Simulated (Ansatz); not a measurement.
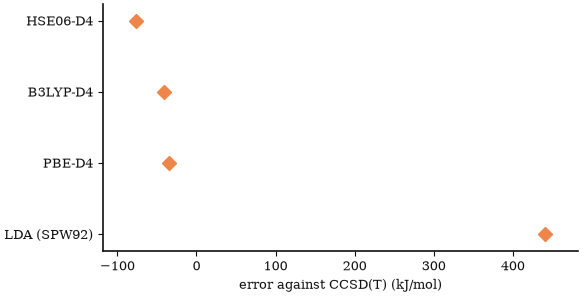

Error in the electronic atomisation energy (method less reference, so positive means overbinding) of ZnSi₂NH₇O, SMILES [OH][Zn][N]([SiH3])[SiH3], singlet: functionals in def2-TZVPP against frozen-core CCSD(T) at the limit (MP2 extrapolated from triple and quadruple zeta, plus CCSD(T) less MP2 in a smaller set), which gives 3658.4 kJ/mol, at a PBE0-D4/def2-TZVP geometry (a minimum by its frequencies), no zero-point or spin-orbit term, the Ansatz code. The reference leaves out core correlation, a term that grows with the number of heavy atoms. Choice of cores on heavy atoms: Zn/Cu 3s3p.

### Which of these levels overbind, and which underbind?

Overbind: LDA (SPW92). Underbind: HSE06-D4, B3LYP-D4 and PBE-D4.

### Give the values.

```csv
level,kJ/mol
HSE06-D4,−76.9
B3LYP-D4,−40.9
PBE-D4,−35.2
LDA (SPW92),441.1
```

Caveats, for all or some of the runs: no scalar relativity up to krypton; one conformer of a flexible molecule.
